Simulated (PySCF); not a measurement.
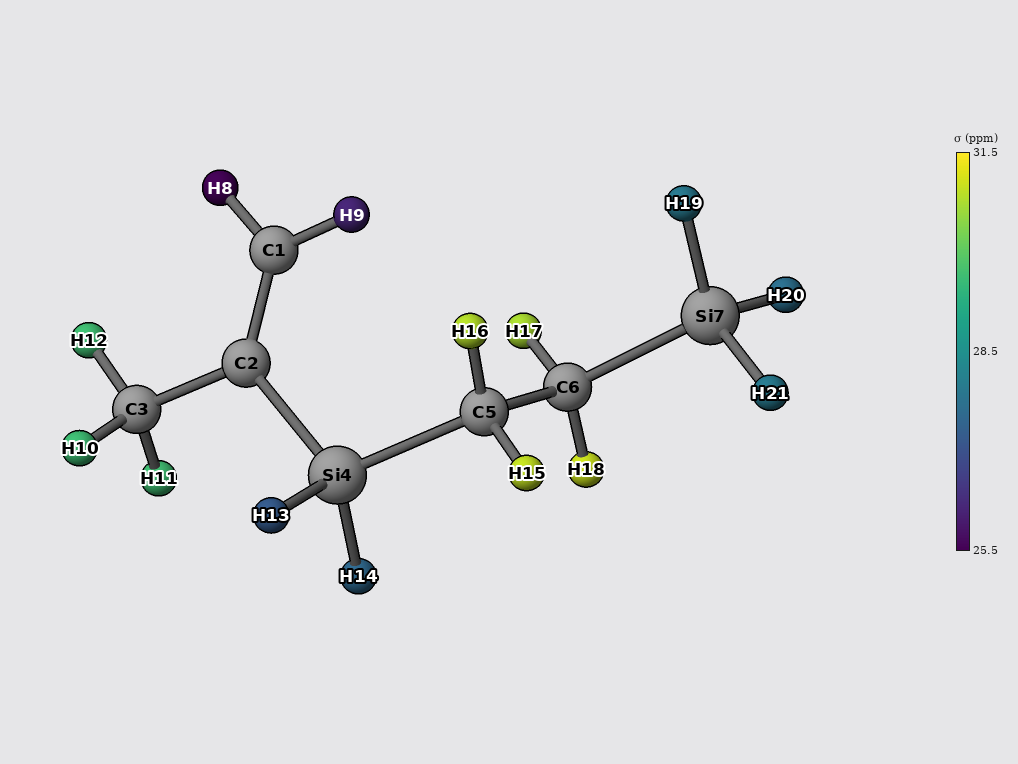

Atoms are coloured by their isotropic NMR shieldings (H only, the others grey). The geometry was computed by an optimisation with GFN2-xTB. No frequency run is at hand to confirm it as a minimum. Method: GIAO PBE0/pcSseg-1 NMR shielding, non-relativistic, gas phase (PySCF 2.14.0).

> Which H atom is the most shielded (lowest chemical shift)?

H18 (31.03 ppm).

> Which H atom is the least shielded (highest chemical shift)?

H8 (25.56 ppm).

> How wide is the range of H shifts?

5.47 ppm.

Give the isotropic NMR shieldings of the H atoms atom by atom.

```
atom  σ (ppm)
  H8    25.56
  H9    26.16
 H10    29.64
 H11    29.67
 H12    29.67
 H13    27.23
 H14    27.53
 H15    30.94
 H16    30.84
 H17    30.75
 H18    31.03
 H19    27.92
 H20    27.68
 H21    27.94
```

The geometry is semi-empirical. Around Si such bond lengths and angles can be off by a tenth of an ångström or more and by several degrees, and values that hang on the shape move with them.
